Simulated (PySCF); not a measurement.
```yaml
atoms:
  - { symbol: C, position_ang: [-2.1613, 0.9669, 0.2268] }
  - { symbol: Si, position_ang: [-2.1318, -0.6732, -0.7215] }
  - { symbol: C, position_ang: [-0.8203, -1.8263, 0.0734] }
  - { symbol: C, position_ang: [0.4630, -1.1713, 0.1210] }
  - { symbol: C, position_ang: [1.5182, -0.6033, 0.1621] }
  - { symbol: C, position_ang: [2.7814, 0.1295, 0.1910] }
  - { symbol: B, position_ang: [2.5028, 1.6172, -0.2720] }
  - { symbol: F, position_ang: [1.6959, 2.4309, 0.3793] }
  - { symbol: F, position_ang: [3.0187, 2.1473, -1.3633] }
  - { symbol: H, position_ang: [-2.8178, 1.6871, -0.2525] }
  - { symbol: H, position_ang: [-2.5104, 0.8340, 1.2476] }
  - { symbol: H, position_ang: [-1.1669, 1.4039, 0.2743] }
  - { symbol: H, position_ang: [-3.4288, -1.3609, -0.6383] }
  - { symbol: H, position_ang: [-1.7756, -0.4535, -2.1283] }
  - { symbol: H, position_ang: [-1.1161, -2.0990, 1.0887] }
  - { symbol: H, position_ang: [-0.7326, -2.7504, -0.5005] }
  - { symbol: H, position_ang: [3.5004, -0.3695, -0.4621] }
  - { symbol: H, position_ang: [3.1724, 0.0970, 1.2123] }
```

Geometry: GFN2-xTB.

Level of theory: PBE0/pcSseg-1, SCF density, gas phase, non-relativistic (PySCF).

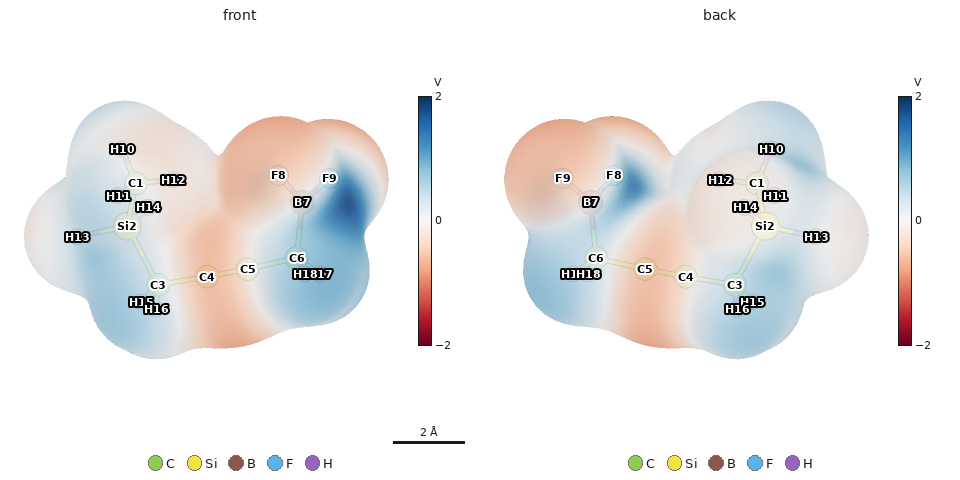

C5H9BF2Si (SMILES C[SiH2]CC#CCB(F)F). The molecular electrostatic potential painted on the density surface at 0.001 e/bohr³, seen from the front and from behind; the colour scale runs from red (negative) to blue (positive).

Question: Which sites attract a positive test charge, and which a negative one?

Answer: A positive charge is drawn to the negative regions and a negative charge to the positive ones. The most negative region (about −0.7 V, or −16 kcal/mol for a unit charge) lies over C4, C5, F8 and F9, the most positive (about +1.6 V, or +37 kcal/mol for a unit charge) over B7.
